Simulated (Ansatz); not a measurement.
# CH$_{2}$BClF$_{2}$ (SMILES FB(F)CCl): what the fields show

```xyz
7

C    -2.2732    0.3755    2.1095
B    -0.8276    0.2651    2.7178
Cl   -3.5476    0.7658    3.3141
F    -0.5525    0.4335    3.9918
F     0.1812   -0.0147    1.9080
H    -2.5394   -0.5725    1.6146
H    -2.2866    1.1485    1.3242
```

Geometry: B3LYP-D3(BJ)/def2-SVP.

The calculation used isolated molecule in a Gaussian basis; Kohn-Sham density functional theory, functional PBE0 (Ansatz).

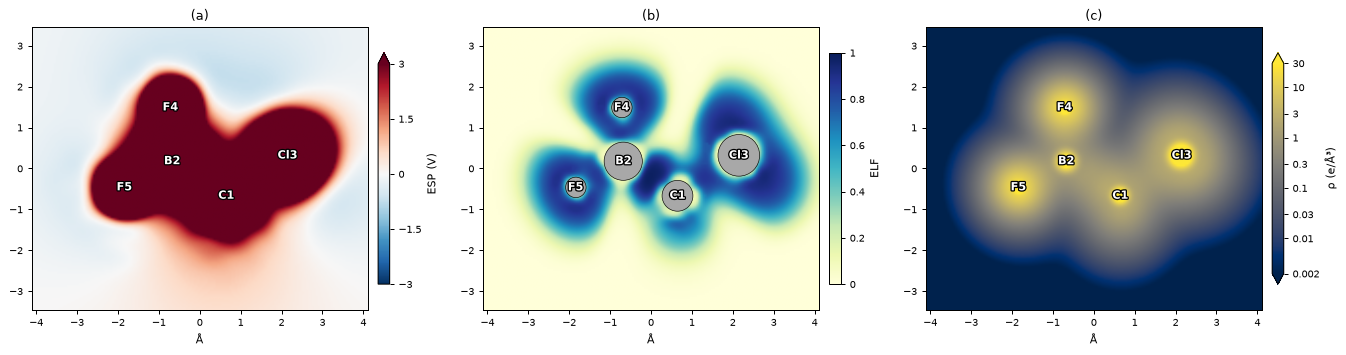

Figure 1. (a) molecular electrostatic potential; (b) electron localisation function; (c) electron density on the plane of atoms C1, B2 and F4. Grey discs cover the atomic cores in the ELF map.

Question: Read the bonding off the picture.

Answer:
- Atoms in the plane: C, B, Cl and F.
- B–F (1.31 Å): ρ is about 2.3 e/Å³ halfway; the ELF peaks at about 0.85 between the atoms: a polar covalent bond.
- C–B (1.57 Å): the density is about 1.5 e/Å³ at the midpoint; the ELF peaks at about 1 between the atoms: a shared electron pair.
- C–Cl (1.80 Å): the density is about 1.3 e/Å³ at the midpoint; the ELF peaks at about 0.85 between the atoms: a shared electron pair.
- The ELF also peaks beside F5, Cl3 and F4, away from the bonds: lone-pair regions.
- Outside the dense part of the molecule the potential is most negative (−0.7 V) near F4.

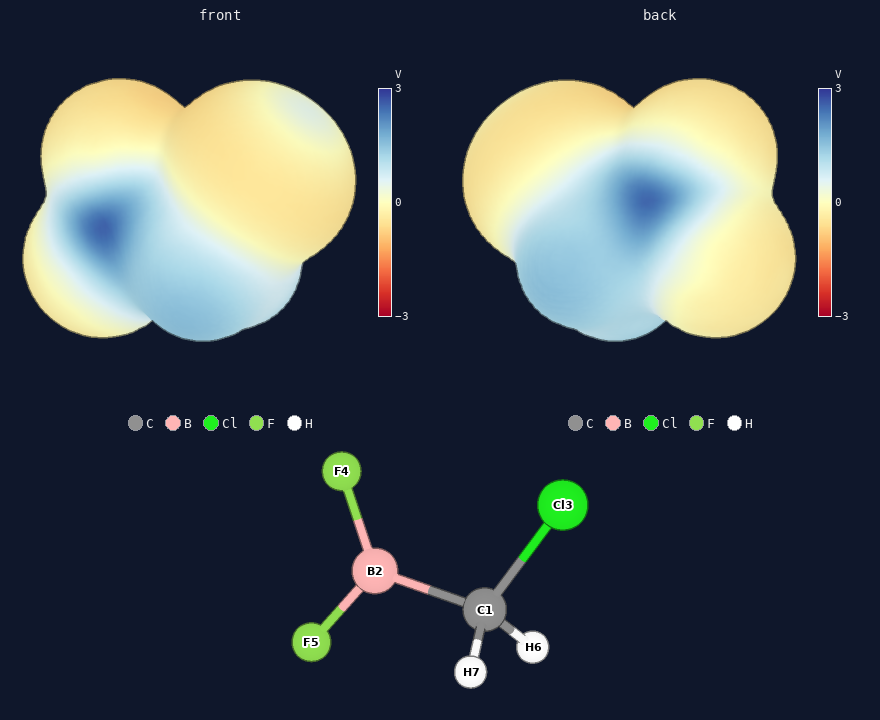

Figure 2. The molecular electrostatic potential painted on the density surface at 0.002 e/bohr³, seen from the front and from behind; red is negative and blue positive. The bare structure is drawn below in the same view.

Question: Which sites attract a positive test charge, and which a negative one?

Answer: A positive charge is drawn to the negative regions and a negative charge to the positive ones. The most negative region (about −0.7 V) lies over Cl3 and F4, the most positive (about +2.4 V) over B2. Cl3 shows a σ-hole: about +0.4 V at the tip opposite its bond, against about −0.5 V on its flanks.

Question: How polar is the molecule by this calculation?

Answer: Its dipole moment is 1.68 D.

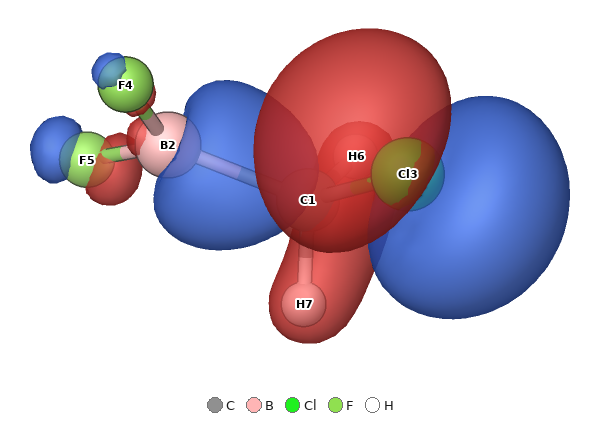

Figure 3. One frontier orbital at ±0.1 Å⁻³ᐟ² (red and blue are the two phases), seen at an oblique angle.

Question: Which orbital is it: HOMO or LUMO?

Answer: The HOMO, at −8.67 eV. It lies mainly on Cl3 (about 80 %) and C1 (about 10 %); largely a lone pair of Cl3.
